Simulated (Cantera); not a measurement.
Feed: 1 mol PbCl2, 0.23 mol H2, held at 2.10 Pa.

Cantera equilibrium calculation (NASA polynomials, part measured and part estimated; ideal gas, pure solids and liquids). Candidate condensed phases: Pb, PbCl2; 10 gas species. The tables' values for PbCl4 are old estimates; treat these amounts as uncertain. Kinetics and transport are ignored.

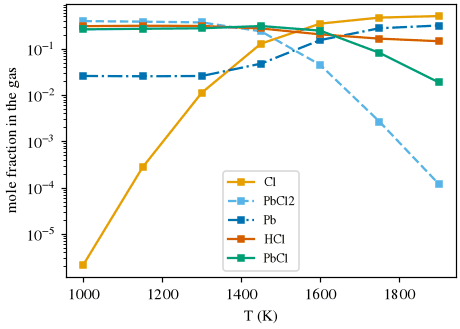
Equilibrium gas composition (values under 1e-9 drawn at 1e-9)

From 1000 K to 1900 K nothing is condensed. The main Pb-bearing gas is PbCl2 at 1000 K and Pb at 1900 K.
